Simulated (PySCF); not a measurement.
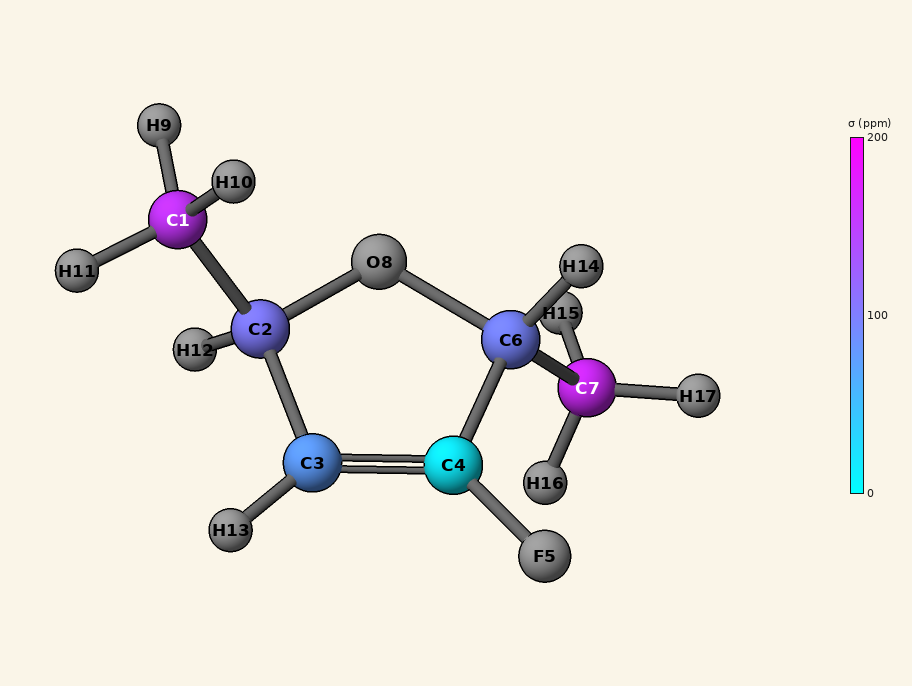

Atoms are coloured by their isotropic NMR shieldings (C only, the others grey). Geometry: a frame of a GFN2-xTB molecular-dynamics simulation, not a minimum. Level of theory: GIAO PBE0/pcSseg-1 NMR shielding, non-relativistic, gas phase (PySCF 2.14.0).

### Which C atom is the most shielded (lowest chemical shift)?

C7 (165.8 ppm).

### Which C atom is the least shielded (highest chemical shift)?

C4 (12.7 ppm).

### How wide is the range of C shifts?

153.1 ppm.

Give the isotropic NMR shieldings of the C atoms atom by atom.

```tsv
atom	σ (ppm)
C1	157.3
C2	102.2
C3	75.7
C4	12.7
C6	95.1
C7	165.8
```
